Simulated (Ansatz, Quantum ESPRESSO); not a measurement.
# MgS (F-43m): phonons by linear response

How does MgS (F-43m) vibrate, and is this structure a minimum?

Main program and level: Quantum ESPRESSO 7.5; DFT LDA, scalar-relativistic, plane waves, GBRV ultrasoft pseudopotentials.

## Step 1: Starting point

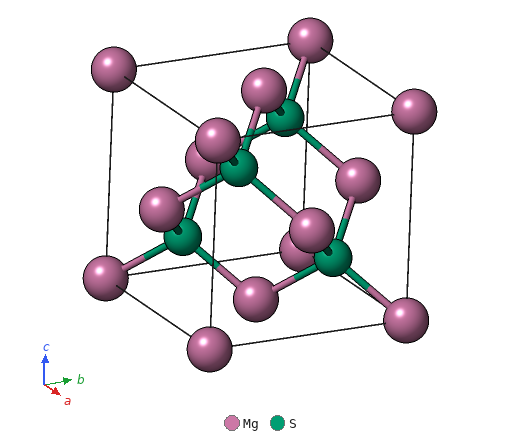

Start, viewed slightly off an axis; magnesium pink, sulfur teal. This picture shows the conventional cell, with its axes. Bonds to atoms that aren't drawn are left out. Some periodic images of atoms are drawn too.

## Step 2: A probe with smearing

A cheap run with smearing and empty bands tells whether the crystal has a gap, which decides between fixed occupations and smearing later on.

probe.in

```
&control
   calculation = 'scf'
   prefix = 'x'
   outdir = './tmp'
   pseudo_dir = './pseudo'
   tprnfor = .true.
   tstress = .true.
   verbosity = 'high'
/
&system
   ibrav = 0
   nat = 2
   ntyp = 2
   ecutwfc = 45.0
   ecutrho = 270.0
   occupations = 'smearing'
   smearing = 'gaussian'
   degauss = 0.01
/
&electrons
   conv_thr = 1.0d-07
   mixing_beta = 0.7
   electron_maxstep = 100
/
ATOMIC_SPECIES
 Mg     24.3050  Mg.upf
 S      32.0600  S.upf
CELL_PARAMETERS angstrom
    -2.833120050    0.000000000    2.833120050
     0.000000000    2.833120050    2.833120050
    -2.833120050    2.833120050    0.000000000
ATOMIC_POSITIONS crystal
 Mg     0.000000000   0.000000000   0.000000000
 S      0.750000000   0.750000000   0.750000000
K_POINTS automatic
 6 6 6 0 0 0
```

Run with:

```
$ OMP_NUM_THREADS=1 mpirun -n 4 pw.x -nk 4 -in probe.in > probe.out
```

The runs that follow: relaxation; ground state; linear response on the mesh; force constants in real space; dispersion; density of states; zone-centre analysis; sum rules set otherwise (asr no); sum rules set otherwise: a sum rule for molecules or wires on a crystal; modes along a direction of q (1 0 0); the dispersion under another sum rule (asr no); A changed mass; cross-check with Ansatz; the two compared: QE GBRV and Ansatz, PAW. Settings of the main run: cutoff 45 Ry, 8×8×8 k-mesh, fixed occupations, response threshold 1.00e-18, field response on, 4×4×4 q-mesh.

Before running: what should come out for the highest optical zone-centre mode and highest mode moved by the LO-TO term?

MgS (F-43m) is dynamically stable on the 4×4×4 mesh; its spectrum reaches 432 cm⁻¹. At the LDA level the optical modes of MgS (F-43m) at the zone centre (no LO-TO term) lie at 344 cm⁻¹. Along the directions run, the highest mode that the macroscopic field moves lies at 431 cm⁻¹.

```
volume per atom                                                    : 21.9 Å³
gap on the k-mesh                                                  : 3.37 eV
highest optical zone-centre mode (no LO-TO term)                   : 344.1 cm⁻¹
highest mode moved by the LO-TO term                               : 431.5 cm⁻¹
mean high-frequency dielectric constant                            : 4.21
largest Born charge in size (third of the trace)                   : 1.87 e
mean static dielectric constant                                    : 6.62
lowest mode on the q mesh (acoustic ones at the zone centre apart) : 58.1 cm⁻¹
heat capacity at 300 K                                             : 21.8 J/(mol atoms K)
imaginary modes on the q mesh                                      : none
largest difference from Ansatz, PAW                                : 1.42 cm⁻¹
```

Lattice motion raises the mean dielectric constant from 4.212 to 6.623. The Born charge of Mg is 1.871 e against a formal charge of +2, close to the ionic value. The Lyddane-Sachs-Teller relation holds: (ωLO/ωTO)² is 1.57 and ε₀/ε∞ is 1.57. QE GBRV and Ansatz, PAW differ by 0.6 cm⁻¹ in the root mean square and by 1.4 cm⁻¹ at most, 0.4 % of the highest mode compared (acoustic modes at Γ left out; ph.x's values are those before the sum rule); the two use different potentials, and the cell was not relaxed for the second set. These are harmonic frequencies at zero temperature: anharmonic shifts and linewidths and thermal expansion are left out. The LDA runs differ in the fit of the correlation energy, Perdew-Zunger in some and Perdew-Wang in others. The structure comes from a database and need not be the phase that is stable at ambient conditions.

[Host names and launcher messages were left out of these logs when they were recorded.]

[Logs are printed without paths, hosts, clocks, repeated set-up lines and the standing remarks that a program may print on its own settings, such as how far it seeks lower states.]

[Hosts, paths, dates, database ids (printed as entryN), source tags and the programs' standing remarks are cut or masked in the printed files.]
